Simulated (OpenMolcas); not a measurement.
# Ru²⁺ among point charges: CASSCF and CASPT2 levels and susceptibility

How does a field of 6 point charges split the states of Ru²⁺, and what χT follows?

Program: OpenMolcas 26.06. Level of theory: state-averaged CASSCF and CASPT2, spin-orbit coupling by RASSI with atomic mean-field integrals. These are calculated values, not measurements, unless marked.

## 1. Starting point

| Quantity | Value |
| --- | --- |
| Species | Ru²⁺ (ruthenium, Z = 44, 42 electrons) |
| Basis | ANO-RCC-VDZP [6s5p3d1f], 43 functions |
| Scalar Hamiltonian | DKH2, point nucleus |
| Inactive shells | 1s 2s 2p 3s 3p 3d 4s 4p |
| Active space | 6 electrons in 5 orbitals (4d) |
| Some configurations of this space | 4d6 |
| Orbitals | optimised for each spin and parity, averaged over all roots |

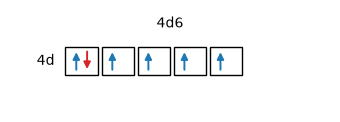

The shells outside the core, filled by Hund's rule for the drawing.

The ion sits among 6 point charges of -1.7 e arranged as an octahedron (Oh), 2.24 Å from the ion.

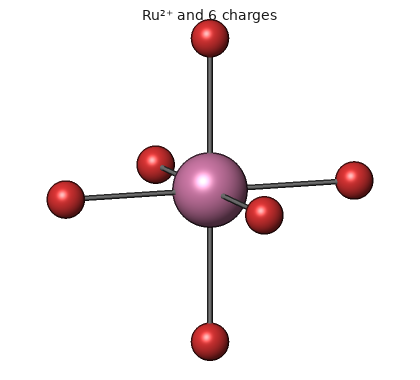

The ion and the point charges (red).

Each step is its own input file, run in one work folder so that later steps find the files of earlier ones. Labels, J, g values, rates, χT and fits are worked out afterwards by a script from the matrices that RASSI stores. The input lists half of the charges; inversion (Group=XYZ) makes the rest.

## 2. GATEWAY and SEWARD: basis and integrals

a.inp

```
&GATEWAY
Coord
1

Ru 0.0 0.0 0.0
Basis=ANO-RCC-VDZP
Group=XYZ
NoMove
AngMom=0.0 0.0 0.0
AMFI
XField
3 Angstrom 0
2.240000 0.000000 0.000000 -1.700000
0.000000 2.240000 0.000000 -1.700000
0.000000 0.000000 2.240000 -1.700000
&SEWARD
```

On the command line:

```sh
$ OMP_NUM_THREADS=1 MOLCAS_MEM=1689 MOLCAS_PROJECT=a pymolcas a.inp > a.log
```

## 3. CASSCF: quintets of even parity, 5 roots

a.inp

```
&RASSCF
FileOrb=start.orb
Symmetry=1
Spin=5
nActEl=6 0 0
Inactive=9 9
Ras2=5 0
CIRoot=5 5 1
SDav=5
CIMx=300
Iter=120 100
PrWF=0.3
OrbListing=Nothing
MaxOrb=0
>>> COPY $Project.JobIph JOB001
```

start.orb holds the contracted functions of the basis, ordered by shell, or the orbitals of the step before.

## 4. Reference wave functions, triplets of even parity, 45 roots

a.inp

```
&RASSCF
FileOrb=start.orb
Symmetry=1
Spin=3
nActEl=6 0 0
Inactive=9 9
Ras2=5 0
CIRoot=45 45 1
SDav=45
CIMx=300
Iter=120 100
PrWF=0.3
OrbListing=Nothing
MaxOrb=0
>>> COPY $Project.JobIph JOB002
```

## 5. CASSCF: singlets of even parity, 50 roots

a.inp

```
&RASSCF
FileOrb=start.orb
Symmetry=1
Spin=1
nActEl=6 0 0
Inactive=9 9
Ras2=5 0
CIRoot=50 50 1
SDav=50
CIMx=300
Iter=120 100
PrWF=0.3
OrbListing=Nothing
MaxOrb=0
>>> COPY $Project.JobIph JOB003
```

## 6. State interaction with spin-orbit coupling

a.inp

```
&RASSI
NrOfJobIphs=3 5 45 50
1 2 3 4 5
1 2 3 4 5 6 7 8 9 10 11 12 13 14 15 16 17 18 19 20 21 22 23 24 25 26 27
28 29 30 31 32 33 34 35 36 37 38 39 40 41 42 43 44 45
1 2 3 4 5 6 7 8 9 10 11 12 13 14 15 16 17 18 19 20 21 22 23 24 25 26 27
28 29 30 31 32 33 34 35 36 37 38 39 40 41 42 43 44 45 46 47 48 49 50
IphNames
JOB001
JOB002
JOB003
EJob
SpinOrbit
DIPRint=1.0
SOCoupling=1000.0
Subsets=2
Property=9
'ANGMOM' 1 'ANGMOM' 2 'ANGMOM' 3 'MLTPL  1' 1 'MLTPL  1' 2 'MLTPL  1' 3
'AMFI' 1 'AMFI' 2 'AMFI' 3
SOProperty=3
'ANGMOM' 1 'ANGMOM' 2 'ANGMOM' 3
```

## 7. CASPT2: IPEA 0.25, imaginary shift 0.1 (closed shells correlated: 4s 4p)

a.inp

```
>>> COPY JOB001 $Project.JobIph
&CASPT2
Multistate=5 1 2 3 4 5
NoMult
Frozen=8 6
IPEA=0.25
Imaginary=0.1
MaxIter=60
WThr=0.0 0.3 0.05
PrWF=0.5
NoMix
>>> COPY JOB002 $Project.JobIph
&CASPT2
Multistate=45 1 2 3 4 5 6 7 8 9 10 11 12 13 14 15 16 17 18 19 20 21 22
23 24 25 26 27 28 29 30 31 32 33 34 35 36 37 38 39 40 41 42 43 44 45
NoMult
Frozen=8 6
IPEA=0.25
Imaginary=0.1
MaxIter=60
WThr=0.0 0.3 0.05
PrWF=0.5
NoMix
>>> COPY JOB003 $Project.JobIph
&CASPT2
Multistate=50 1 2 3 4 5 6 7 8 9 10 11 12 13 14 15 16 17 18 19 20 21 22
23 24 25 26 27 28 29 30 31 32 33 34 35 36 37 38 39 40 41 42 43 44 45 46
47 48 49 50
NoMult
Frozen=8 6
IPEA=0.25
Imaginary=0.1
MaxIter=60
WThr=0.0 0.3 0.05
PrWF=0.5
NoMix
```

(Steps that only read results are left out.)

Before running it: what results should come out? Wanted: spin-free ground state; first state of the same spin within the active space; lowest level; next level.

**Answer**, as computed:

| quantity | value |
| --- | --- |
| method | SS-CASPT2, IPEA 0.25, imaginary shift 0.1 (closed shells correlated: 4s 4p) |
| spin-free ground state | 5T2, 3-fold in its orbital part |
| first state of the same spin within the active space | 5E at 8510 cm⁻¹ |
| lowest level | 3-fold T2 |
| next level | 385.4 cm⁻¹ |
| χT at 300 K | 4.34 cm³ K/mol |
| effective moment at 300 K | 5.89 μB |

Cost by method:

```
                                              method  time of its own steps  time with the reference
                                           A. CASSCF                   26 s                     26 s
B. SS-CASPT2, IPEA 0.25, imaginary shift 0.1, +4s 4p                  6.6 s                     33 s
```

Times are of one thread on a shared host.

What this shows: The spin-free ground state (5T2) comes to 100 % from free-ion D terms and keeps the highest spin of the shell. χT at 300 K is 4.34, against 3.01 cm³ K/mol for the spin alone, so orbital moment adds to it. An active space of the d shell alone favours high spin; real ions in strong fields can be low spin. CASPT2 does not keep the components of a term degenerate, and the means are used. The field of point charges can differ much from that of real complexes. With metal d orbitals alone active, the gaps between spin states are rough; where two lie within a few thousand cm-1, their order is open. Point charges carry no covalency, so the field is a model and not that of real ligands.
